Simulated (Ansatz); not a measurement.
## Electronic structure of Al₂SbP₃ in real space

The calculation's input:

```
crystal:
  lattice:
    - [2.5351747297, 1.4636838109, 4.9521764385]
    - [-2.5351747297, 1.4636838109, 4.9521764385]
    - [0.0, -2.927367627, 4.9521764369]
  atoms:
    - { symbol: Al, position: [0.5925341377, 0.5925341377, 0.5925341377] }
    - { symbol: Al, position: [0.4074658623, 0.4074658623, 0.4074658623] }
    - { symbol: Sb, position: [0.0, 0.0, 0.0] }
    - { symbol: P, position: [0.0, 0.5, 0.0] }
    - { symbol: P, position: [0.5, 0.0, 0.0] }
    - { symbol: P, position: [0.0, 0.0, 0.5] }
kpoints:
  mp_grid: { grid: [6, 6, 6] }
hamiltonian:
  xc: r2scan
  dispersion: rvv10
scf:
  occupations: { method: fermi_dirac, width: 0.03 }
relax:
  f_tol: 0.01
  cell: {}
  max_steps: 120
output:
  write_density: true
  write_potential: true
  elf: true
  volumetric_format: npy
```

Run with:

```sh
ansatz run input.yaml --threads 2 --pin off --max-ram 2211MiB --backend cpu --events-out ev --progress --plain --runs-dir out
```

Below, planes, directions and counts refer to the conventional cell (a = 4.89 Å, b = 4.89 Å, c = 16.31 Å, α = 90.00°, β = 90.00°, γ = 120.00°).

The fields are those of the run's last geometry, not of the input's.

Space group R-3m; a structure from a database of computed crystals, not necessarily the ambient phase; started from the Li2GaCu3-166 prototype, which need not be the ambient phase.

Method: DFT, r2SCAN+rVV10, plane waves, PAW (Ansatz).

The density is the valence pseudo-density of a PAW calculation; it isn't the true density close to the nuclei.

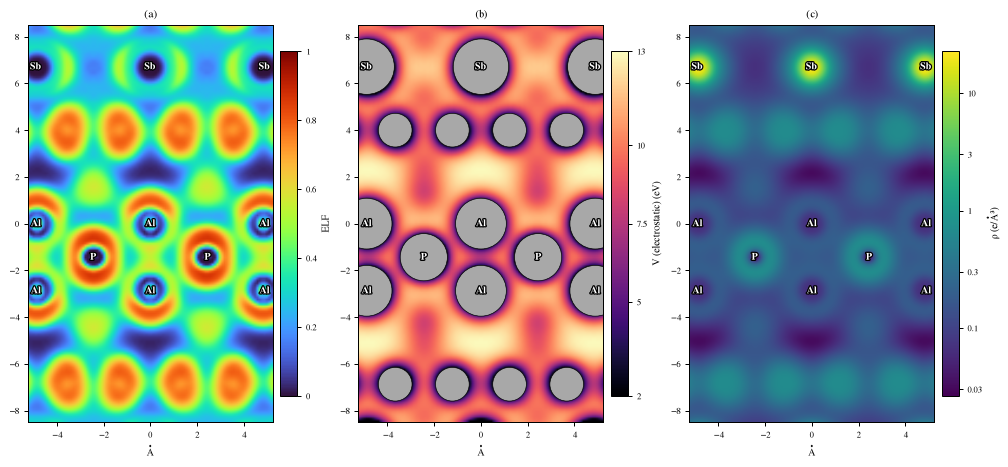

Figure 1. (a) electron localisation function; (b) electrostatic potential (local pseudopotential plus Hartree) felt by an electron; (c) valence pseudo-density on the (010) plane of the conventional cell. Grey discs cover the atomic cores in the potential map.

### Describe what can be read from this map.

Atoms in the plane: Al, Sb and P.
Atoms just off the plane (P, 0.7 Å away) can leave unmarked features too.
Al–P (2.84 Å): ρ at the midpoint is about 0.23 e/Å³; the ELF peaks at about 0.80 in the valence shell of P, 0.8 Å from its nucleus, and drops to about 0.45 between the two atoms.
Al–Al (2.87 Å): the density is about 0.19 e/Å³ at the midpoint; the ELF is about 0.55 at the midpoint.
Between the atoms the lowest density in this plane is 0.03 e/Å³.
Outside the cores the potential energy rises away from the atoms and is highest about 2.2 Å from the nearest atoms; its zero is arbitrary.

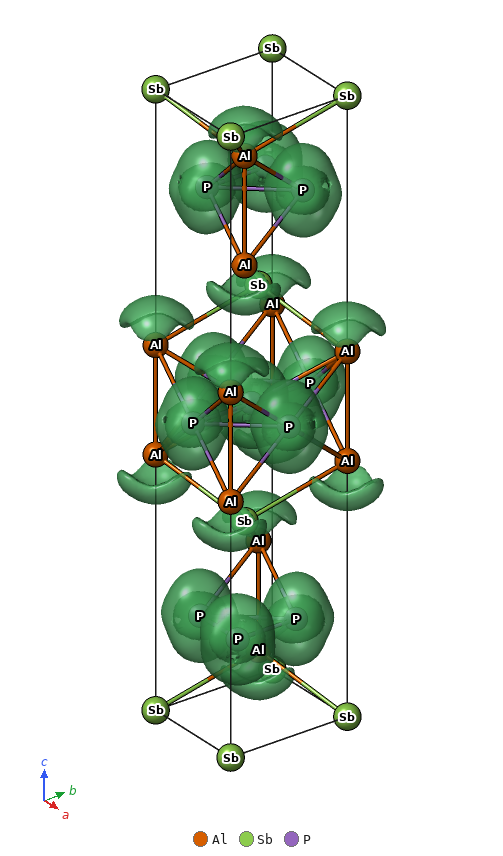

Figure 2. Isosurface of the ELF at 0.7 (green), seen slightly off an axis. Only the valence region is drawn (cores and ρ < 0.01 e/Å³ removed). Sticks mark near contacts.

### Identify the bonds, lone pairs and shells in this picture.

The surface consists of nine regions wrapped around P (the valence shell of each) and six pockets between the atoms, centred on no nucleus (multi-centre or interstitial), counted in one cell of 18 atoms. Regions shared between cells count once. Profiles from the grid: P–P (2.45 Å): the ELF peaks at about 0.75 between the atoms.
